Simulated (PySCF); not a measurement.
**C2H2N2S2Si (Si(NCS)2H2): density, localisation and related maps**

The calculation's input:

```
{"job": {"kind": "nmr", "xc": "PBE0", "basis": "pcSseg-1"}, "charge": 0, "multiplicity": 1}
Si    -0.830327    -0.003910    -0.576665
N     -0.783779    -0.008125     1.140420
C     -0.711720    -0.012332     2.334917
S     -0.623403    -0.017573     3.902536
N      0.780861    -0.004123    -1.172124
C      1.919281    -0.007604    -1.541128
S      3.410401    -0.011803    -2.033141
H     -1.512814     1.229733    -1.037279
H     -1.515749    -1.233713    -1.043186
```

Command:

```sh
OMP_NUM_THREADS=1 python probes_run.py task.json out
```

Geometry: PBE0-D3(BJ)/def2-SVP.

Computed with PBE0/pcSseg-1, SCF density, gas phase, non-relativistic in PySCF 2.14.0.

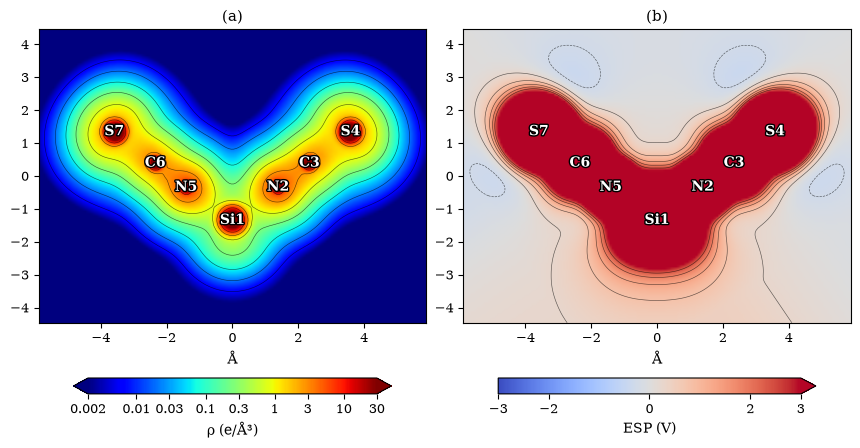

Figure 1. (a) total electron density; (b) molecular electrostatic potential on the plane of atoms N2, Si1 and N5.

> What does the map show?

The section cuts through Si, N, C and S sites. C–N (1.20 Å): ρ is about 3.1 e/Å³ halfway. C–S (1.57 Å): the density is about 1.6 e/Å³ at the midpoint. Si–N (1.72 Å): ρ at the midpoint is about 1 e/Å³. Outside the dense part of the molecule the potential is most negative (−0.4 V) near S4 and S7.

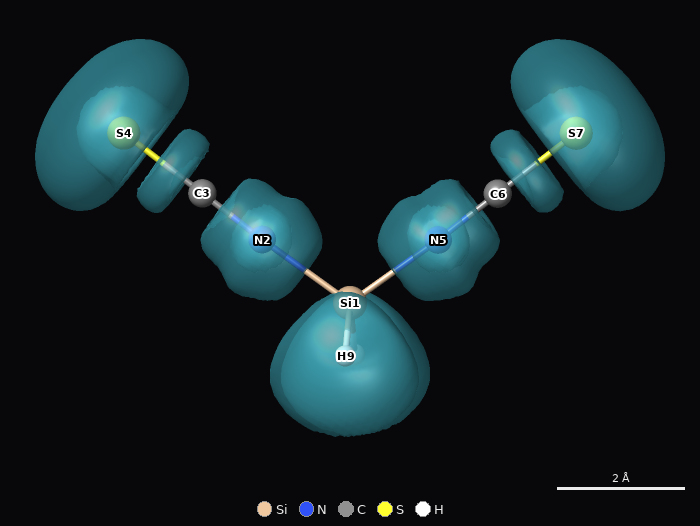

Figure 2. Isosurface of the electron localisation function at 0.75 (cyan), seen across its widest extent. Core shells and regions of very low density are left out.

> What do the ELF domains correspond to?

The ELF exceeds this value in two regions between bonded C–S atoms (shared pairs), two regions around hydrogen nuclei, two regions on N in which the atom's valence shell and bonds are merged and two rings or bowls of non-bonding electrons around S.


C–N (1.20 Å): the ELF peaks at about 0.90 between the atoms: a multiple bond. C–S (1.57 Å): the ELF peaks at about 0.90 between the atoms, as expected for localised, covalent bonding.

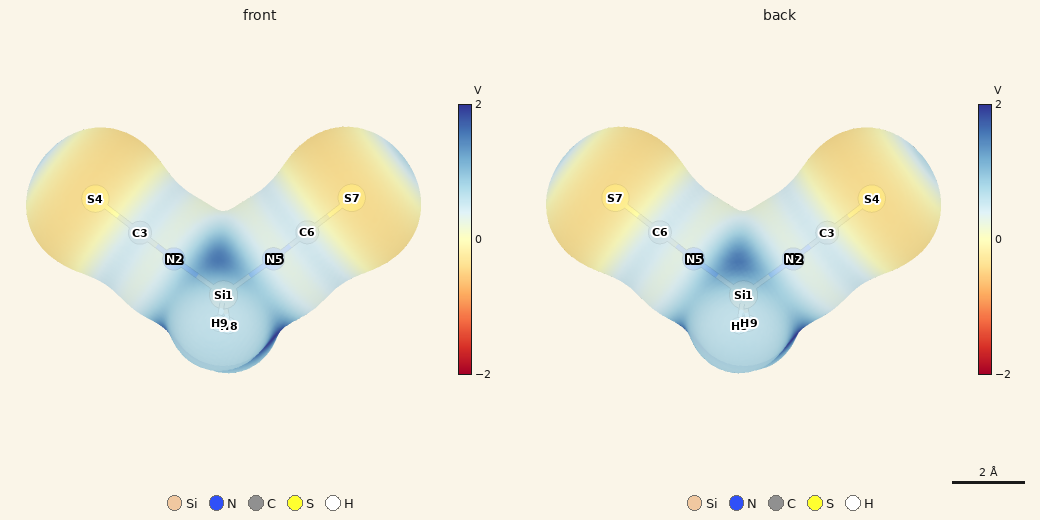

Figure 3. The molecular electrostatic potential painted on the density surface at 0.002 e/bohr³, seen from the front and from behind; the colour scale runs from red (negative) to blue (positive).

> Where is the surface potential most negative and most positive?

The most negative region (about −0.4 V, or −9 kcal/mol for a unit charge) lies over S4 and S7, the most positive (about +1.9 V, or +44 kcal/mol for a unit charge) over Si1.
